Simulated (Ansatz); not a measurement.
## Electronic structure of WS₃ in real space

Input

```
crystal:
  lattice:
    - [6.3682761939, 0.0, 0.0]
    - [0.0, 6.3682761939, 0.0]
    - [0.0, 0.0, 6.5673144045]
  atoms:
    - { symbol: W, position: [0.5, 0.0, 0.9106174692] }
    - { symbol: W, position: [0.0, 0.5, 0.0893825308] }
    - { symbol: S, position: [0.25, 0.75, 0.0] }
    - { symbol: S, position: [0.75, 0.75, 0.0] }
    - { symbol: S, position: [0.75, 0.25, 0.0] }
    - { symbol: S, position: [0.25, 0.25, 0.0] }
    - { symbol: S, position: [0.5, 0.0, 0.5866559702] }
    - { symbol: S, position: [0.0, 0.5, 0.4133440298] }
basis:
  ecutwfc: 420
kpoints:
  mp_grid: { grid: [6, 6, 6] }
hamiltonian:
  xc: pbe
scf:
  occupations: { method: gaussian, width: 0.1 }
output:
  forces: true
  stress: true
  eigenvalues: true
  write_density: true
  write_potential: true
  elf: true
  volumetric_format: npy
relax:
  adjacent_minimum: "off"
  f_tol: 0.005
  max_steps: 80
  cell: { stress_tol: 0.05 }
```

Launched as:

```sh
ansatz run input.yaml --threads 4 --pin off --max-ram 12288MiB --backend cpu --events-out ev --progress --plain --runs-dir out
```

Below, planes, directions and counts refer to the conventional cell (a = 6.37 Å, b = 6.37 Å, c = 6.57 Å, α = 90.00°, β = 90.00°, γ = 90.00°).

Space group P4/nmm.

These are results of Ansatz, DFT PBE, scalar-relativistic, plane waves, PAW, not measurements.

The density is the valence pseudo-density of a PAW calculation; it isn't the true density close to the nuclei.

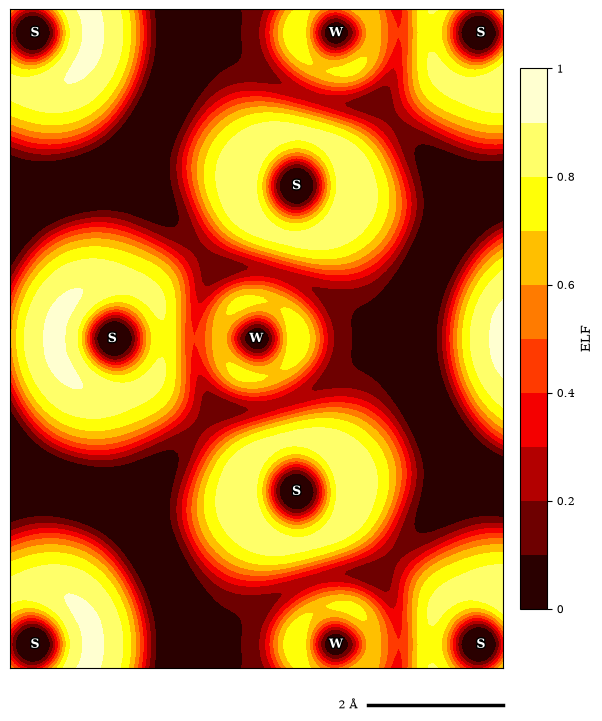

Figure 1. ELF on the (11̄0) plane of the conventional cell.

Question: Describe what can be read from this map.

Answer: The plane passes through W and S nuclei.
W–S (2.13 Å): the ELF peaks at about 0.80 in the valence shell of S, 0.8 Å from its nucleus, and is about 0.50 at the midpoint.
W–S (2.33 Å): the ELF peaks at about 0.80 in the valence shell of S, 0.8 Å from its nucleus, and is about 0.40 at the midpoint.
The features right at W lie inside the PAW spheres, where the map follows smoothed inner orbitals and isn't to be read closely.

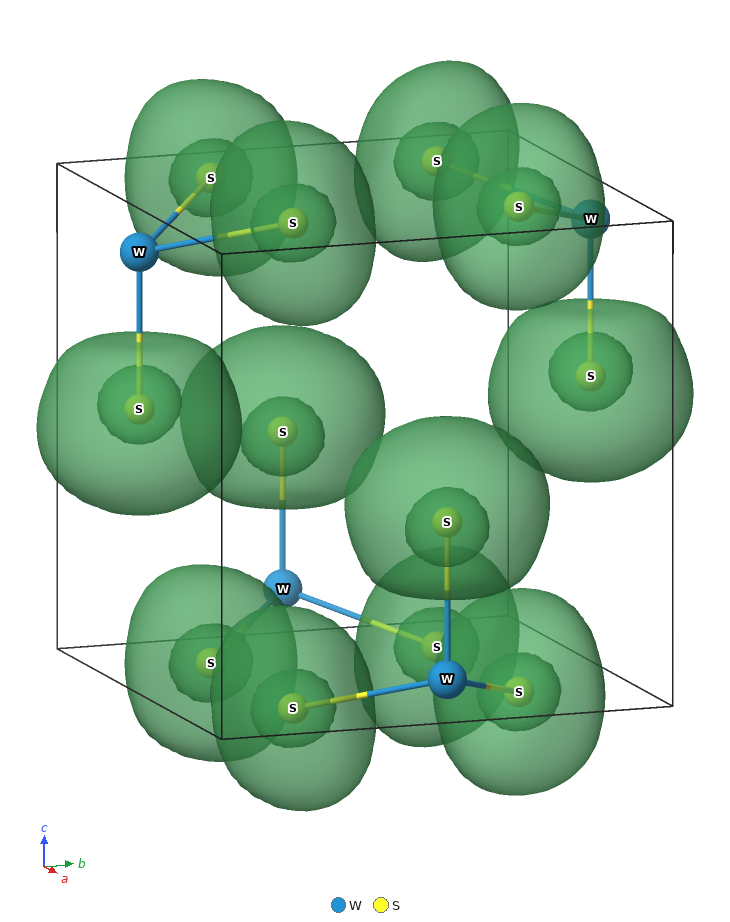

Figure 2. Isosurface of the electron localisation function at 0.7 (green), seen slightly off an axis. Core shells and regions of very low density are left out. Sticks mark near contacts.

Question: Identify the bonds, lone pairs and shells in this picture.

Answer: The surface consists of six regions wrapped around S (the valence shell of each), counted in one cell of 8 atoms. Any copies at cell faces, edges or corners count once.
